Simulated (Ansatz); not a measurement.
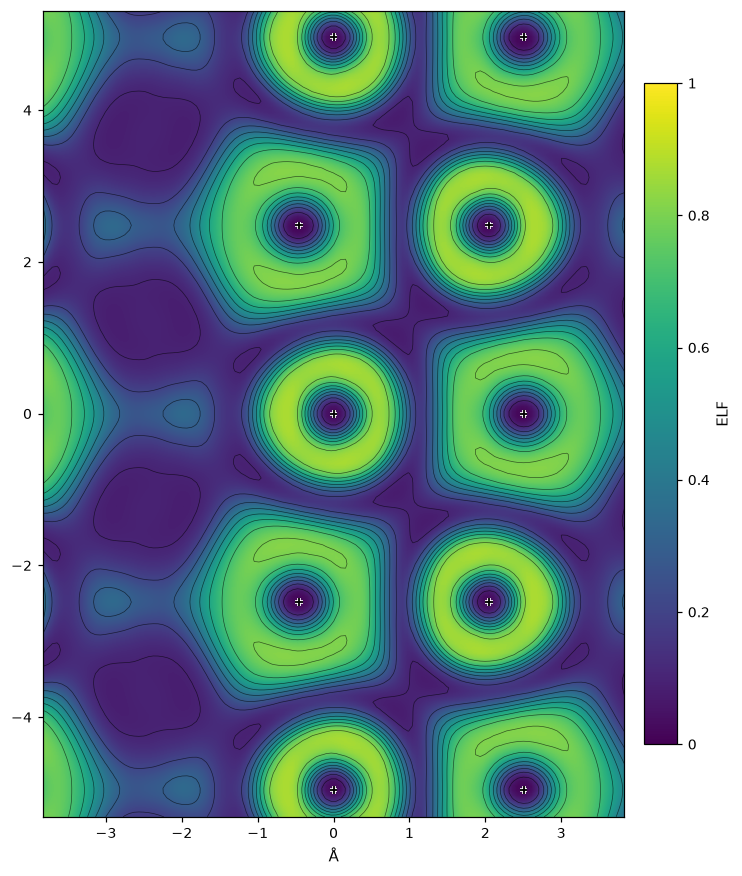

The ELF on a plane through atoms (crosses mark nuclei in the plane).

All numbers below come from DFT PBE, scalar-relativistic, plane waves, PAW; 4f electrons in the core of a trivalent norm-conserving potential in Ansatz 0.2.0.

Candidates:
A. SmHfW, a = 4.20 Å, b = 4.20 Å, c = 7.85 Å, α = 90.00°, β = 90.00°, γ = 90.00°. Space group P4/nmm; a structure generated by program, which may or may not match a known phase; computed without spin polarisation; no Hubbard U on the f states and no spin–orbit coupling.
B. Tm3C2, a = 3.51 Å, b = 3.51 Å, c = 6.97 Å, α = 90.00°, β = 90.00°, γ = 90.00°. Space group P-4m2; a structure generated by program, which may or may not match a known phase; computed without spin polarisation; no Hubbard U on the f states and no spin–orbit coupling.

Question: Which system is this?

Answer: Candidate B: Tm3C2 on the (11̄0) plane of the conventional cell, which holds Tm and C. Tm–C (2.51 Å): the ELF peaks at about 0.80 in the valence shell of C, 0.8 Å from its nucleus, and is about 0.25 at the midpoint; no shared electron pair shows on this line.
